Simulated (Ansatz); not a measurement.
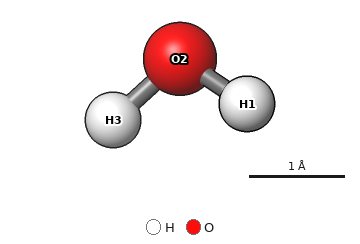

**Figure 1.** The structure as given in the input (ball-and-stick view, seen at a tilt; atoms are numbered from 1 in the order of the input).

**Single-point calculation, with input and output: H₂O**

The run: single-point calculation of H₂O. Method and program: RKS r2SCAN-D4/def2-TZVPP (Ansatz 0.2.0).

The geometry comes from this level: PBE0-D4/def2-TZVP.

Log:
```
Functional definition: r2SCAN
  name "r2SCAN"
  cite "Furness, Kaplan, Ning, Perdew & Sun, J. Phys. Chem. Lett. 11, 8208 (2020) doi:10.1021/acs.jpclett.0c02405"
  cite "Furness, Kaplan, Ning, Perdew & Sun, J. Phys. Chem. Lett. 11, 9248 (2020) doi:10.1021/acs.jpclett.0c03077"
  parent r2scan
  parameter k0 = 0.174
  parameter k1 = 0.065
  parameter a1 = 4.9479
  exchange = r2scan_x(k0 = k0, k1 = k1, a1 = a1)
  correlation = r2scan_c
269 factors; their error is unknown
mean field evaluation 1: about -2074.9124 eV, gradient 5.5e1 eV
mean field evaluation 2: about -2065.7615 eV, gradient 9.0e1 eV
mean field evaluation 4: about -2079.5815 eV, gradient 6.0e-1 eV
mean field evaluation 8: about -2079.5811 eV, gradient 1.9e-1 eV
mean field -2079.58114405 eV, -76.4231974532 hartree, gradient 8.5e-5 eV, S^2 0.000000; 0 other end points of the search recorded, 0 dependent functions left out
reference -2079.58114926 eV, -76.4231976445 hartree; 5, 5 occupied and 54, 54 virtual orbitals, 269 factors
Total energy: -2079.58242178 eV, -76.4232444087 hartree
```

This output came from the following input.

The input:
```yaml
crystal:
  periodic: [false, false, false]
  atoms:
    - {symbol: H, position_ang: [1.350958, -0.087303, 0.327933]}
    - {symbol: O, position_ang: [1.907224, 0.040658, 1.099287]}
    - {symbol: H, position_ang: [2.146957, 0.969651, 1.082398]}
basis:
  gaussian: {orbitals: def2-TZVPP}
hamiltonian: {xc: r2scan, dispersion: d4}
```

Launched with:
```bash
ansatz run in.yaml --threads 4 --pin off --events-out ev --progress --plain --max-ram 9574MiB
```

Summary:

- outcome: converged
- total energy: −2079.5824 eV
- mean-field energy: −2079.5811 eV
- dispersion energy: −0.0013 eV
- SCF solution under orbital rotations: stable
- hardware: 4 threads of Arm Neoverse V2, 23 GiB of memory available, shared host
- peak memory: 0.53 GiB
